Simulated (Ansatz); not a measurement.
# H₂SO (triplet): correlated methods under varied settings at distance O1–H3 along a hydrogen transfer = 1.346 Å

What do other methods and options give for H₂SO (triplet) at this geometry, and how long do they take?

Program: Ansatz 0.2.0, Gaussian basis. Level of theory: the settings change from run to run. These are calculated values, not measurements.

13 further runs of the same task are left out: 12 that didn't finish, 1 set aside as unsound or not needed.

## (1) What is computed

The geometry derives from fragments relaxed apart (PBE0/def2-TZVP) and kept rigid, so it is no stationary point. A hydrogen atom is moved between rigid fragments.

4 atoms, charge 0, spin multiplicity 3.

Atoms are counted from 1 here; the program's logs count them from 0.

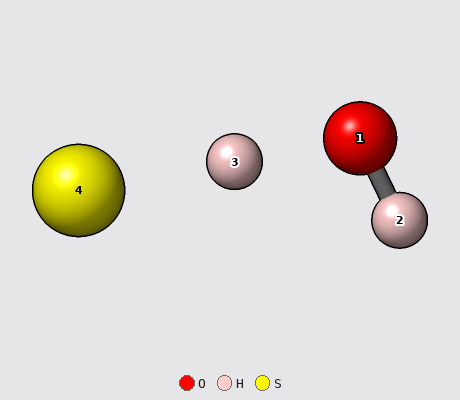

The structure; oxygen red, hydrogen pink, sulfur yellow; atoms are numbered from 1 in the order of the file.

## (2) BCCD(T)/cc-pVDZ

in.yaml

```yaml
crystal:
  periodic: [false, false, false]
  atoms:
    - {symbol: O, position_ang: [-1.028173, -0.231644, 0.000000]}
    - {symbol: H, position_ang: [-1.277482, 0.694932, 0.000000]}
    - {symbol: H, position_ang: [0.317827, -0.231644, 0.000000]}
    - {symbol: S, position_ang: [1.987827, -0.231644, 0.000000]}
basis:
  gaussian: {orbitals: cc-pVDZ}
magnetization: {spin_polarized: true, initial_magnetization: 2}
hamiltonian: {xc: {name: B3LYP}}
correlation: {method: bccd_t, electrons: outside_noble_gas}
```

Run with:

```bash
ansatz run in.yaml --threads 1 --pin off --events-out ev --progress --plain --max-ram 2393MiB
```

Output (excerpt; [...] marks lines left out):

```text
Functional definition: B3LYP
  name "B3LYP"
  cite "Stephens, Devlin, Chabalowski & Frisch, J. Phys. Chem. 98, 11623 (1994) doi:10.1021/j100096a001"
  cite "Becke, Phys. Rev. A 38, 3098 (1988) doi:10.1103/PhysRevA.38.3098"
  cite "Lee, Yang & Parr, Phys. Rev. B 37, 785 (1988) doi:10.1103/PhysRevB.37.785"
  cite "Vosko, Wilk & Nusair, Can. J. Phys. 58, 1200 (1980) doi:10.1139/p80-159"
[...]
409 factors; integrals over basis functions are off by at most 1.8e-3 eV
[...]
mean field -12911.90200358 eV, -474.5036466300 hartree, gradient 2.9e-8 eV, S^2 2.016406; 10 other end points of the search recorded, 0 dependent functions left out
6 core orbitals not correlated: weight in the atoms' cores, before any rotation towards them, 1.000 or more for the frozen orbitals, at most 0.000 for the correlated occupied ones
reference -12882.61242171 eV, -473.4272743495 hartree; 8, 6 occupied and 28, 30 virtual orbitals, 409 factors
second order -8.55781516 eV of doubles, -0.30344067 eV of singles
cycle   1  -8.99976699 eV  change   -1.4e-1 eV  update   7.6e-2
[...]
cycle  19  -9.33938361 eV  change    2.5e-6 eV  update   5.8e-6
perturbative correction -0.21104142 eV, -0.0077556292 hartree
Total energy: -12892.16284674 eV, -473.7782459960 hartree
```

Run time: 12 s. Hardware: 1 thread of Arm Neoverse V2, shared host.

From the report: ⟨S²⟩ of the determinant 2.016 (pure triplet: 2.00); correlation -9.5504 eV; largest double amplitude 0.08.

## (3) CASCI(14,8)/STO-3G

in.yaml

```yaml
crystal:
  periodic: [false, false, false]
  atoms:
    - {symbol: O, position_ang: [-1.028173, -0.231644, 0.000000]}
    - {symbol: H, position_ang: [-1.277482, 0.694932, 0.000000]}
    - {symbol: H, position_ang: [0.317827, -0.231644, 0.000000]}
    - {symbol: S, position_ang: [1.987827, -0.231644, 0.000000]}
basis:
  gaussian: {orbitals: STO-3G}
magnetization: {spin_polarized: false, initial_magnetization: 2}
correlation: {active_space: {window: {electrons: 14, orbitals: 8}, fixed_orbitals: true, states: [{multiplicity: 3, weights: [1, 1, 0.5]}]}}
accuracy: high
output: {forces: true}
```

Same command.

Output (excerpt; [...] marks lines left out):

```text
Functional definition: HF
  name "HF"
  cite "Fock, Z. Phys. 61, 126 (1930) doi:10.1007/BF01340294"
  parent pbe
[...]
246 factors; integrals over basis functions are off by at most 7.0e-8 eV
[...]
mean field -12735.32101031 eV, -468.0144148183 hartree, gradient 4.9e-8 eV, S^2 2.000000; 17 other end points of the search recorded, 0 dependent functions left out
reference -12735.32101031 eV, -468.0144148183 hartree; 14, 12 occupied and 2, 4 virtual orbitals, 246 factors
state -12735.32152524 eV, -468.0144337416 hartree
state -12735.31264483 eV, -468.0141073926 hartree
state -12734.56095076 eV, -467.9864831449 hartree
[...]
Total energy: -12735.16585818 eV, -468.0087130826 hartree
Atom 0 at    -1.028173    -0.231644     0.000000 Å, force    -1.018633    -3.018412     0.000000 eV/Å
Atom 1 at    -1.277482     0.694932     0.000000 Å, force    -0.925902     3.161523    -0.000000 eV/Å
Atom 2 at     0.317827    -0.231644     0.000000 Å, force     7.673370    -0.216707    -0.000000 eV/Å
Atom 3 at     1.987827    -0.231644     0.000000 Å, force    -5.728835     0.073596    -0.000000 eV/Å
Dipole moment:    -0.446655     0.283243     0.000000 e Å
```

It took 0.39 s on 1 thread of Arm Neoverse V2, shared host.

From the report: 24 determinants; active occupations (of the averaged states) 2.00, 2.00, 2.00, 2.00, 1.80, 1.60, 1.40, 1.20.

## (4) CCSD/def2-mTZVP

in.yaml

```yaml
crystal:
  periodic: [false, false, false]
  atoms:
    - {symbol: O, position_ang: [-1.028173, -0.231644, 0.000000]}
    - {symbol: H, position_ang: [-1.277482, 0.694932, 0.000000]}
    - {symbol: H, position_ang: [0.317827, -0.231644, 0.000000]}
    - {symbol: S, position_ang: [1.987827, -0.231644, 0.000000]}
basis:
  gaussian: {orbitals: def2-mTZVP, point_charges: [{charge: -0.50, position_ang: [6.355, -0.409, -0.983]}]}
magnetization: {spin_polarized: true, initial_magnetization: 2}
hamiltonian: {xc: {name: B3LYP}, pseudopotentials: {relativity: none}}
correlation: {method: ccsd, electrons: valence}
```

The command is unchanged.

Output (excerpt; [...] marks lines left out):

```text
Functional definition: B3LYP
  name "B3LYP"
  cite "Stephens, Devlin, Chabalowski & Frisch, J. Phys. Chem. 98, 11623 (1994) doi:10.1021/j100096a001"
  cite "Becke, Phys. Rev. A 38, 3098 (1988) doi:10.1103/PhysRevA.38.3098"
  cite "Lee, Yang & Parr, Phys. Rev. B 37, 785 (1988) doi:10.1103/PhysRevB.37.785"
  cite "Vosko, Wilk & Nusair, Can. J. Phys. 58, 1200 (1980) doi:10.1139/p80-159"
[...]
476 factors; integrals over basis functions are off by at most 1.2e-3 eV
[...]
mean field -12912.91103833 eV, -474.5407279733 hartree, gradient 6.3e-6 eV, S^2 2.013650; 8 other end points of the search recorded, 0 dependent functions left out
6 core orbitals not correlated: weight in the atoms' cores, before any rotation towards them, 1.000 or more for the frozen orbitals, at most 0.000 for the correlated occupied ones
reference -12882.99087643 eV, -473.4411823040 hartree; 8, 6 occupied and 38, 40 virtual orbitals, 476 factors
second order -9.29062670 eV of doubles, -0.41718816 eV of singles
cycle   1  -9.38143900 eV  change    3.2e-1 eV  update   1.0e-1
[...]
cycle  30  -9.84600320 eV  change   -6.6e-6 eV  update   8.1e-6
Total energy: -12892.83687963 eV, -473.8030162479 hartree
```

Wall time 9.5 s (1 thread of Arm Neoverse V2, shared host).

From the report: ⟨S²⟩ of the determinant 2.014 (pure triplet: 2.00); correlation -9.8460 eV; T1 0.033; largest double amplitude 0.04. The orbitals are Kohn-Sham ones, so correlation energy and T1 don't compare with those on Hartree-Fock orbitals.

## (5) BCCD on UHF/cc-pVDZ

in.yaml

```yaml
crystal:
  periodic: [false, false, false]
  atoms:
    - {symbol: O, position_ang: [-1.028173, -0.231644, 0.000000]}
    - {symbol: H, position_ang: [-1.277482, 0.694932, 0.000000]}
    - {symbol: H, position_ang: [0.317827, -0.231644, 0.000000]}
    - {symbol: S, position_ang: [1.987827, -0.231644, 0.000000]}
basis:
  gaussian: {orbitals: cc-pVDZ}
magnetization: {spin_polarized: true, initial_magnetization: 2}
correlation: {method: bccd, electrons: outside_noble_gas, diis_vectors: 2}
scf: {lower_state_search: full}
output: {forces: true}
```

Launched as before.

Output (excerpt; [...] marks lines left out):

```text
Functional definition: HF
  name "HF"
  cite "Fock, Z. Phys. 61, 126 (1930) doi:10.1007/BF01340294"
  parent pbe
[...]
409 factors; integrals over basis functions are off by at most 1.8e-3 eV
[...]
mean field -12883.24853151 eV, -473.4506509534 hartree, gradient 3.9e-6 eV, S^2 2.116288; 30 other end points of the search recorded, 0 dependent functions left out
determinant -12883.24853151 eV, -473.4506509534 hartree, with singles and doubles -12892.01923761 eV, -473.7729684576 hartree
determinant -12883.22810418 eV, -473.4499002630 hartree, with singles and doubles -12891.99566932 eV, -473.7721023392 hartree
determinant -12882.80858028 eV, -473.4344830439 hartree, with singles and doubles -12891.13029691 eV, -473.7403004896 hartree
determinant -12882.79938210 eV, -473.4341450173 hartree, with singles and doubles -12891.09534683 eV, -473.7390160977 hartree
[...]
6 core orbitals not correlated: weight in the atoms' cores, before any rotation towards them, 1.000 or more for the frozen orbitals, at most 0.000 for the correlated occupied ones
reference -12883.24853151 eV, -473.4506509534 hartree; 8, 6 occupied and 28, 30 virtual orbitals, 409 factors
second order -7.71711629 eV of doubles, -0.00000000 eV of singles
cycle   1  -8.75950452 eV  change    2.0e-2 eV  update   1.6e-2
[...]
cycle  22  -8.76156172 eV  change    1.8e-9 eV  update   1.0e-8
[...]
Total energy: -12892.01009323 eV, -473.7726324078 hartree
Atom 0 at    -1.028173    -0.231644     0.000000 Å, force     2.798341    -1.077407    -0.000000 eV/Å
Atom 1 at    -1.277482     0.694932     0.000000 Å, force     0.220471     0.884241     0.000000 eV/Å
Atom 2 at     0.317827    -0.231644     0.000000 Å, force    -2.301144     0.094524    -0.000000 eV/Å
Atom 3 at     1.987827    -0.231644     0.000000 Å, force    -0.717668     0.098642     0.000000 eV/Å
Dipole moment:     0.046518     0.312265    -0.000000 e Å
```

It took 18 s on 1 thread of Arm Neoverse V2, shared host.

From the report: ⟨S²⟩ of the determinant 2.116 (pure triplet: 2.00); correlation -8.7616 eV; largest double amplitude 0.08.

## (6) CASSCF(2,5)/cc-pVDZ

Changes to in.yaml since step 5:

```diff
@@ -9,5 +9,5 @@
   gaussian: {orbitals: cc-pVDZ}
-magnetization: {spin_polarized: true, initial_magnetization: 2}
-correlation: {method: bccd, electrons: outside_noble_gas, diis_vectors: 2}
+magnetization: {spin_polarized: false, initial_magnetization: 2}
+correlation: {active_space: {window: {electrons: 2, orbitals: 5}}}
+accuracy: high
 scf: {lower_state_search: full}
-output: {forces: true}
```

Launched as before.

Output (excerpt; [...] marks lines left out):

```text
Functional definition: HF
  name "HF"
  cite "Fock, Z. Phys. 61, 126 (1930) doi:10.1007/BF01340294"
  parent pbe
[...]
811 factors; integrals over basis functions are off by at most 3.9e-9 eV
[...]
mean field -12882.62287300 eV, -473.4276584275 hartree, gradient 3.3e-8 eV, S^2 2.000000; 21 other end points of the search recorded, 0 dependent functions left out
reference -12882.62287300 eV, -473.4276584275 hartree; 14, 12 occupied and 28, 30 virtual orbitals, 811 factors
state -12882.75858253 eV, -473.4326456607 hartree
Total energy: -12882.75858253 eV, -473.4326456607 hartree
```

Wall time 25 s (1 thread of Arm Neoverse V2, shared host).

From the report: 25 determinants; active occupations 1.00, 1.00, 0.00, 0.00, 0.00.

## (7) CISD/cc-pVDZ

Changes to in.yaml since step 6:

```diff
@@ -8,6 +8,4 @@
 basis:
-  gaussian: {orbitals: cc-pVDZ}
+  gaussian: {orbitals: cc-pVDZ, point_charges: [{charge: -1.00, position_ang: [5.509, -0.583, 0.916]}]}
 magnetization: {spin_polarized: false, initial_magnetization: 2}
-correlation: {active_space: {window: {electrons: 2, orbitals: 5}}}
-accuracy: high
-scf: {lower_state_search: full}
+correlation: {active_space: {ras: {orbitals: [12, 2, 28], electrons: 26, max_holes: 2, max_particles: 2}, fixed_orbitals: true}}
```

Same command.

Output (excerpt; [...] marks lines left out):

```text
Functional definition: HF
  name "HF"
  cite "Fock, Z. Phys. 61, 126 (1930) doi:10.1007/BF01340294"
  parent pbe
[...]
409 factors; integrals over basis functions are off by at most 1.8e-3 eV
[...]
mean field -12883.06385513 eV, -473.4438642218 hartree, gradient 1.4e-6 eV, S^2 2.000000; 11 other end points of the search recorded, 0 dependent functions left out
reference -12883.06385513 eV, -473.4438642218 hartree; 14, 12 occupied and 28, 30 virtual orbitals, 409 factors
state -12891.60744700 eV, -473.7578354319 hartree
Total energy: -12891.60744700 eV, -473.7578354319 hartree
```

Run time: 41 s. Hardware: 1 thread of Arm Neoverse V2, shared host; peak memory 0.26 GiB.

From the report: 947,268 determinants.

## (8) BCCD on ROHF/cc-pVDZ

in.yaml

```yaml
crystal:
  periodic: [false, false, false]
  atoms:
    - {symbol: O, position_ang: [-1.028173, -0.231644, 0.000000]}
    - {symbol: H, position_ang: [-1.277482, 0.694932, 0.000000]}
    - {symbol: H, position_ang: [0.317827, -0.231644, 0.000000]}
    - {symbol: S, position_ang: [1.987827, -0.231644, 0.000000]}
basis:
  gaussian: {orbitals: cc-pVDZ}
magnetization: {spin_polarized: false, initial_magnetization: 2}
correlation: {method: bccd, electrons: all}
output: {forces: true}
```

The command is unchanged.

Output (excerpt; [...] marks lines left out):

```text
Functional definition: HF
  name "HF"
  cite "Fock, Z. Phys. 61, 126 (1930) doi:10.1007/BF01340294"
  parent pbe
[...]
409 factors; integrals over basis functions are off by at most 1.8e-3 eV
[...]
mean field -12882.62283084 eV, -473.4276568781 hartree, gradient 2.0e-6 eV, S^2 2.000000; 18 other end points of the search recorded, 0 dependent functions left out
[...]
determinant -12882.62283084 eV, -473.4276568781 hartree, with singles and doubles -12891.95135944 eV, -473.7704739808 hartree
determinant -12882.61720357 eV, -473.4274500795 hartree, with singles and doubles -12892.19401328 eV, -473.7793913449 hartree
determinant -12882.59681488 eV, -473.4267008090 hartree, with singles and doubles -12892.17024258 eV, -473.7785177879 hartree
determinant -12882.58886233 eV, -473.4264085584 hartree, with singles and doubles -12891.33196301 eV, -473.7477115819 hartree
[...]
determinant -12882.59681488 eV, -473.4267008090 hartree, with singles and doubles -12892.17737378 eV, -473.7787798549 hartree
determinant -12882.46697735 eV, -473.4219293677 hartree, with singles and doubles -12892.20488477 eV, -473.7797908649 hartree
reference -12882.61720357 eV, -473.4274500795 hartree; 14, 12 occupied and 28, 30 virtual orbitals, 409 factors
second order -8.26088989 eV of doubles, -0.25649527 eV of singles
cycle   1  -9.59660693 eV  change   -1.1e-2 eV  update   3.7e-2
[...]
cycle   5  -9.59819385 eV  change    2.6e-9 eV  update   8.3e-9
[...]
Total energy: -12892.21539741 eV, -473.7801771975 hartree
Atom 0 at    -1.028173    -0.231644     0.000000 Å, force     2.797342    -1.052017    -0.000000 eV/Å
Atom 1 at    -1.277482     0.694932     0.000000 Å, force     0.227253     0.858767     0.000000 eV/Å
Atom 2 at     0.317827    -0.231644     0.000000 Å, force    -2.288019     0.094716    -0.000000 eV/Å
Atom 3 at     1.987827    -0.231644     0.000000 Å, force    -0.736577     0.098534     0.000000 eV/Å
Dipole moment:     0.047032     0.312366    -0.000000 e Å
```

It took 45 s on 1 thread of Arm Neoverse V2, shared host; peak memory 0.29 GiB.

From the report: correlation -9.5982 eV; largest double amplitude 0.07.

## (9) The runs in one table

Where basis and cores are those of an earlier UCCSDT(Q)/cc-pVDZ run (-12892.2701 eV), and the state is the same kind, the miss against it is given.

| level | correlated | functions | energy (eV) | from UCCSDT(Q) (meV) | time |
| --- | --- | --- | --- | --- | --- |
| BCCD(T)/cc-pVDZ (on B3LYP orbitals) | outside noble gas | 42 | -12892.1628 | 107.3 | 12 s |
| CASCI(14,8)/STO-3G (mean of several states) |  | 16 | -12735.1659 |  | 0.39 s |
| CCSD/def2-mTZVP (beside a point charge, on B3LYP orbitals) | valence | 52 | -12892.8369 |  | 9.5 s |
| BCCD on UHF/cc-pVDZ | outside noble gas | 42 | -12892.0101 | 260.1 | 18 s |
| CASSCF(2,5)/cc-pVDZ |  | 42 | -12882.7586 | 9511.6 | 25 s |
| CISD/cc-pVDZ (beside a point charge) | all | 42 | -12891.6074 |  | 41 s |
| BCCD on ROHF/cc-pVDZ | all | 42 | -12892.2154 |  | 45 s |

## (10) Outcome

```
quantity                                                value
    runs                                                    7
quickest  CASCI(14,8)/STO-3G (mean of several states), 0.39 s
 slowest                           BCCD on ROHF/cc-pVDZ, 45 s
```

**Reading.** Total energies in different bases, with other cores or another treatment of relativity can't be set against each other. BCCD on ROHF/cc-pVDZ took 114 times as long as CASCI(14,8)/STO-3G (mean of several states); the jobs differ in more than the method. Among the correlated runs with a miss given, it spans +107 to +260 meV. Hartree-Fock, CASSCF and CASCI lack dynamic correlation by design. Cores frozen from Kohn-Sham orbitals shift the total energy.
